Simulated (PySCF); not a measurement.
## Run report: C8H8S (charge −1), EPR calculation

The run: EPR calculation of C8H8S, charge −1, multiplicity 2. Method and program: UKS B3LYP, pcH-1 on C H S, non-relativistic, mean-field spin-orbit, GIAO (PySCF 2.14.0).

It belongs to a series of runs on one base structure; here: electron added.

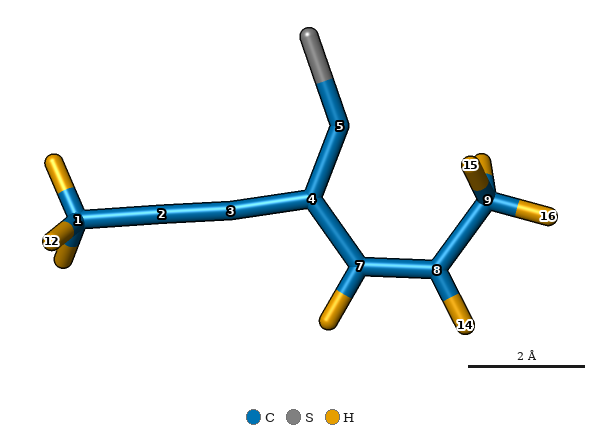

*The structure as given in the input (stick view, seen at a tilt; atoms are numbered from 1 in the order of the input).*

Input:
```
{"job": {"kind": "epr", "basis": "pcH-1"}, "charge": -1, "multiplicity": 2}
C      3.909934     0.118472    -0.192807
C      2.468143     0.030104    -0.026207
C      1.271162    -0.024668     0.114843
C     -0.128022    -0.221004     0.264585
C     -0.640613    -1.473448     0.196609
S     -0.143134    -3.011340    -0.020450
C     -0.930349     0.954257     0.484199
C     -2.260419     1.015565     0.654381
C     -3.164486    -0.176792     0.642611
H      4.170549     0.894472    -0.919649
H      4.305528    -0.835421    -0.550741
H      4.397950     0.358524     0.757329
H     -0.369667     1.886688     0.511279
H     -2.731068     1.980337     0.812119
H     -2.865540    -0.892536     1.411622
H     -4.203116     0.112908     0.811299
H     -3.093848    -0.704088    -0.311469
```

The first line tells a small driver script what to run in PySCF; the rest is the geometry in Å.

Command:
```bash
OMP_NUM_THREADS=1 python <driver script> task.json out
```

What the program printed:
```
UKS, coarse grid
  cycle   1  E = -707.69459718  |g| = 4.18e-01
  cycle   2  E = -707.68098181  |g| = 4.59e-01
  cycle   3  E = -707.78486314  |g| = 1.79e-01
  cycle   4  E = -707.80032740  |g| = 6.51e-02
  cycle   5  E = -707.80227233  |g| = 1.48e-02
  cycle   6  E = -707.80240010  |g| = 7.56e-03
  cycle   7  E = -707.80243526  |g| = 2.21e-03
  cycle   8  E = -707.80244040  |g| = 1.19e-03
  cycle   9  E = -707.80244338  |g| = 8.74e-04
UKS, final grid
  cycle   1  E = -707.80245183  |g| = 1.62e-03
  cycle   2  E = -707.80244765  |g| = 3.34e-03
  cycle   3  E = -707.80245341  |g| = 1.84e-04
  cycle   4  E = -707.80245346  |g| = 1.62e-04
  cycle   5  E = -707.80245353  |g| = 1.40e-04
  cycle   6  E = -707.80245355  |g| = 3.50e-05
  cycle   7  E = -707.80245355  |g| = 1.23e-05
E = -707.80245355 Eh   <S^2> = 0.7578 (exact 0.7500)
g shifts (ppm)      1          2          3
  rmc          -194       -194       -194
  gc             38          0        -14
  oz_so       -4917       -177       6138
  total       -5073       -371       5930
hyperfine (MHz)  atom isotope    a_iso     a_fc   dipolar eigenvalues
    0   13C       0.41       0.41     -0.24     -0.09      0.33
    1   13C      11.69      11.66     -4.98      0.81      4.17
    2   13C      65.10      65.09     -3.07     -1.93      5.00
    3   13C      57.96      58.02    -10.63     -1.39     12.02
    4   13C     256.68     257.03    -60.69    -49.48    110.17
    5   33S      11.27      11.37    -34.47    -28.88     63.35
    6   13C      23.74      23.73     -2.42     -0.12      2.54
    7   13C      -3.10      -3.12     -5.08      1.76      3.31
    8   13C      20.79      20.78     -1.35     -1.24      2.58
    9    1H      -0.79      -0.79     -0.47     -0.38      0.85
   10    1H       2.19       2.20     -0.69     -0.45      1.14
   11    1H      -2.55      -2.55     -0.48     -0.38      0.86
   12    1H      -1.47      -1.46     -1.88     -1.75      3.64
   13    1H       2.10       2.10     -1.25      0.12      1.13
   14    1H       2.66       2.66     -5.99     -2.78      8.77
   15    1H      15.90      15.89     -1.42     -1.39      2.80
   16    1H       2.53       2.53     -5.84     -2.70      8.54
```

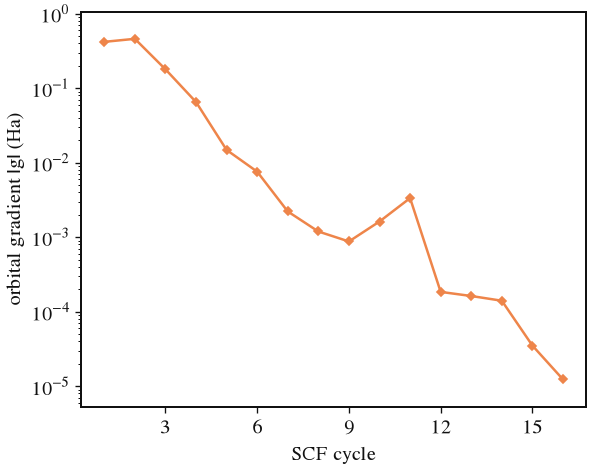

*Convergence of the self-consistent field: orbital gradient |g| against the SCF cycle.*

All cycles printed in the log are drawn one after another.

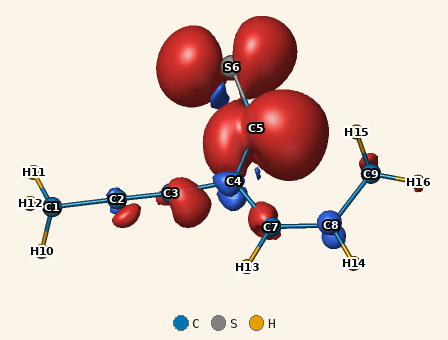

*Isosurfaces of the spin density (α minus β) at +0.015 (red) and −0.015 e/Å³ (blue), seen at a tilt.*

The unpaired spin (1 electron) lies mostly on C5 (about 0.5) and S6 (about 0.4), in electrons by Hirshfeld's partition.

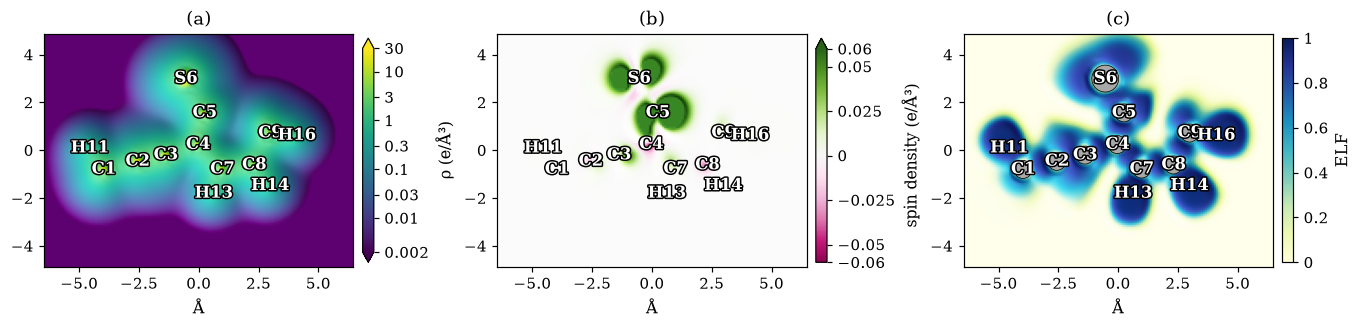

*(a) electron density; (b) spin density (α minus β); (c) electron localisation function on the plane of atoms C8, C9 and H16. Grey discs, where drawn, cover atomic cores.*

The section cuts through C, S and H sites. C–C (1.21 Å): ρ is about 2.1 e/Å³ halfway; the ELF peaks at about 0.90 between the atoms; a double or triple bond. C–C (1.34 Å): ρ at the midpoint is about 1.8 e/Å³; the ELF peaks at about 0.95 between the atoms; a multiple bond by its length, whose ELF region spreads away from the axis. The unpaired spin (1 electron) lies mostly on C5 (about 0.5) and S6 (about 0.4), in electrons by Hirshfeld's partition.

Key numbers:

| quantity | value |
| --- | --- |
| outcome | converged |
| total energy | −707.802454 hartree |
| ⟨S²⟩ | 0.758 |
| isotropic g | 2.0025 |
| hardware | 1 CPU thread, shared host |
| wall time | 1.9 min |
| peak memory | 1.1 GiB |
